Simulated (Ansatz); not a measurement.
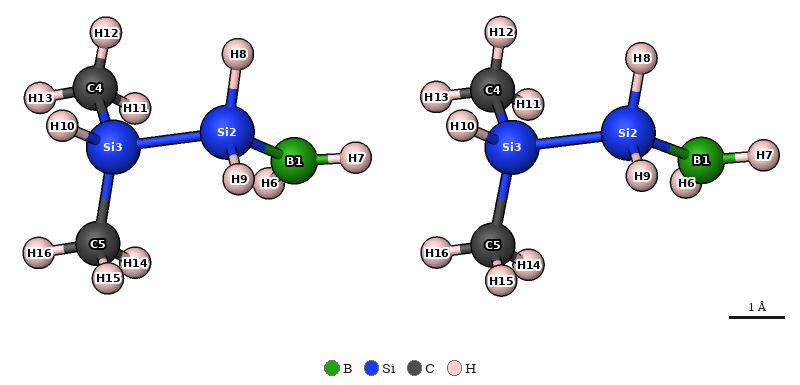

Two geometries of C₂H₁₁BSi₂, drawn at one scale. One is the start of a relaxation, the other its converged end. Style: ball-and-stick. Shown from a free direction.

Computed with RKS B3LYP-D4/STO-3G (Ansatz 0.2.0). Set-up: no spin polarisation; force threshold 0.02 eV/Å; at most 40 steps.

**Which of the two is the end point?**

The right one is the relaxed one. The run prepares the start of a later molecular dynamics calculation, from a guessed geometry. H6 moves most after the best rigid fit: 0.32 Å. By element the largest moves are H 0.32 Å, B 0.13 Å, C 0.10 Å, Si 0.04 Å. Some distances before and after: C4–H11 1.189 → 1.098 Å, B1–H6 1.259 → 1.175 Å, B1–Si2 1.902 → 1.965 Å, Si3–H10 1.508 → 1.449 Å. Among the angles between lasting bonds that change: H12–C4–H13 113.7° → 107.5°, Si3–C4–H11 105.3° → 111.3°, Si2–B1–H6 117.7° → 122.8°. Over 5 geometry steps the energy falls by 69.8 kJ/mol. The largest force component goes from 4.8 to 0.011 eV/Å. The run took 17 s on 1 thread of Arm Neoverse V1, on a shared host, peak memory 0.12 GiB.

Limits of the set-up: STO-3G is a minimal basis, so the numbers are rough.
